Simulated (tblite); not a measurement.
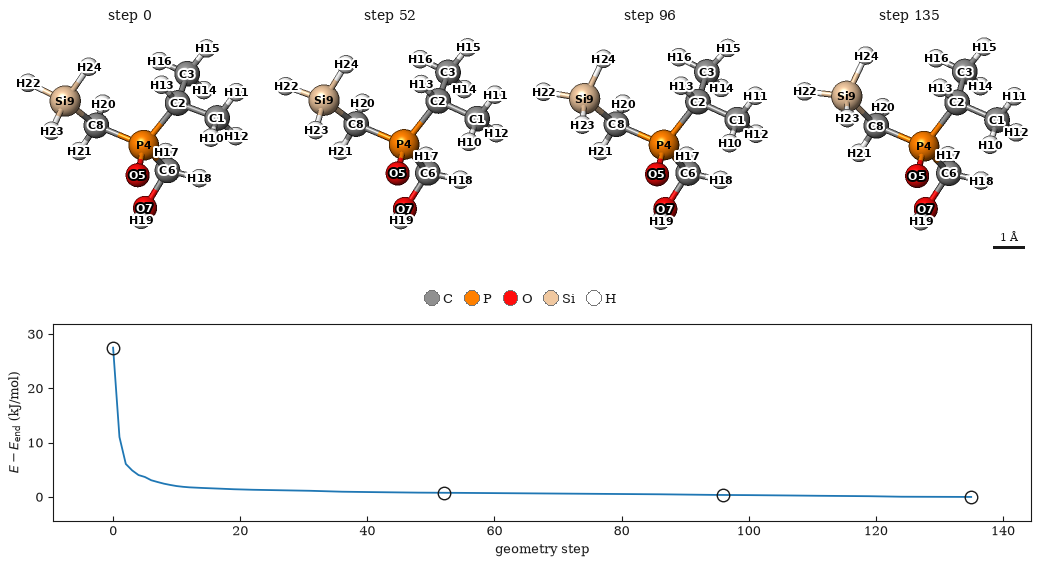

Frames of a relaxation of C₅H₁₅O₂PSi, marked on the history of the run. The picture is a ball-and-stick view, seen at a tilt.

Computed with GFN2-xTB geometry optimisation, gas phase (tblite 0.8.0). 

**What happens along the run?**

Over 135 geometry steps the energy falls by 27.5 kJ/mol. The largest move after the best rigid fit is that of H23, 0.68 Å. Largest moves by element: H 0.68 Å, Si 0.17 Å, C 0.15 Å, O 0.06 Å, P 0.03 Å. Near-neighbour distances that change, for instance: P4–C6 1.793 → 1.863 Å, C8–Si9 1.831 → 1.901 Å, C2–P4 1.812 → 1.852 Å, Si9–H23 1.497 → 1.458 Å. Among the angles between lasting bonds that change: C1–C2–P4 112.0° → 108.0°, P4–C8–H21 108.0° → 104.6°, C1–C2–H13 105.4° → 108.6°. The run took 1.4 s on 1 thread of Arm Neoverse V1, on a shared host. From step 0 to 52: H10 moves most (0.20 Å), energy −26.7 kJ/mol. From step 52 to 96: H24 moves most (0.32 Å), energy −0.40 kJ/mol. From step 96 to 135: H23 moves most (0.27 Å), energy −0.37 kJ/mol.

| step | E − E(0), kJ/mol |
| --- | --- |
| 0 | 0.00 |
| 1 | -16.46 |
| 2 | -21.42 |
| 3 | -22.60 |
| 4 | -23.46 |
| 5 | -23.82 |
| 6 | -24.42 |
| 7 | -24.74 |
| 8 | -25.05 |
| 9 | -25.28 |
| 10 | -25.49 |
| 17 | -25.97 |
| 23 | -26.19 |
| 30 | -26.33 |
| 36 | -26.53 |
| 43 | -26.62 |
| 49 | -26.71 |
| 56 | -26.75 |
| 63 | -26.81 |
| 69 | -26.84 |
| 76 | -26.90 |
| 82 | -26.96 |
| 89 | -27.04 |
| 96 | -27.12 |
| 102 | -27.17 |
| 109 | -27.26 |
| 115 | -27.31 |
| 122 | -27.42 |
| 128 | -27.47 |
| 135 | -27.49 |
